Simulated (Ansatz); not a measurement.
# Tunnelling across a broken Ag chain: predicting one gap

**Method.** Ansatz 0.2.0, plane waves with PAW datasets at the program's default cutoffs, Fermi-Dirac smearing of 0.05 eV, chains in boxes 7.5 Å wide or more, moments seeded when the perfect chain is relaxed. PBE, no spin-orbit coupling; one bond is opened by s Å beyond its relaxed length, the other atoms of a straight cell of 12 kept, without spin, and the conductance taken at 300 K.

```
   run   G (G₀)  largest error term (%)    s    ln G
+1.8 Å   0.3017                       0  1.8  −1.198
+2.5 Å  0.09028                       1  2.5  −2.405
+3.3 Å  0.01873                       1  3.3  −3.978
```

One run is withheld: run = +4.2 Å, with s = 4.2. Fit a straight line ln G = a + b × s to the 3 rows shown and predict it.

**Fit.** The means are 2.533 for s and −2.527 for ln G. The sum of products of deviations is −2.09 and the sum of squares in s is 1.127, so b = −2.09 / 1.127 = −1.855 and a = −2.527 − (−1.855) × 2.533 = 2.173. The residuals' standard deviation, with 1 degree of freedom, is σ = 0.074.

**Prediction.** ln G = 2.173 + (−1.855) × 4.2 = −5.619, that is 0.00363 G₀. The run gave 0.00289 G₀ (ln G = −5.848), so the prediction less the run is +0.23. The standard error of a prediction there, σ√(1 + 1/3 + (4.2 − 2.533)²/1.127), is 0.14, and the miss is 1.6 times that, for a point outside the fitted range. With so few rows σ is itself uncertain.

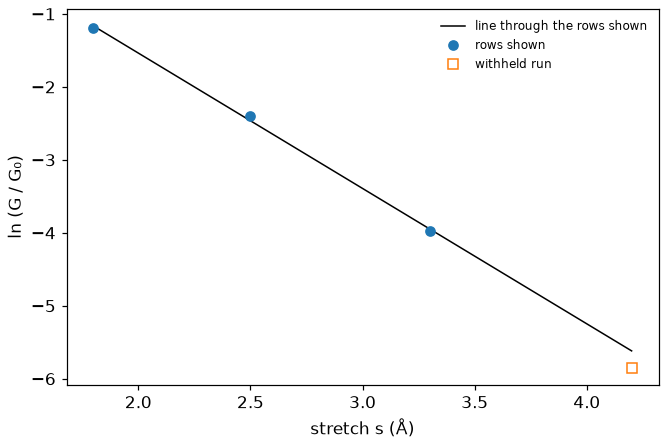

The fitted line, the rows shown and the withheld run.

Caveats: Between neighbouring runs the slope of ln G lies between −2.08 and −1.72 per Å, so one exponential is an approximation; it is flattest at the narrowest gap, nearest to contact. Error terms (up to 2 %, withheld run included) bound how much a small miss can mean. Broken ends may want a moment where none was allowed. No image potential, spin-orbit coupling or relaxation; a bent or dimerised chain may be lower in energy. Series of this kind are told only where this holds: one magnetic state in all runs, error terms under 60 %, and the runs' own leads conduct as the perfect chain does. 36 of 42 did.

[Logs are printed without paths, hosts, clocks, repeated set-up lines and the standing remarks that a program may print on its own settings, such as how far it seeks lower states.]
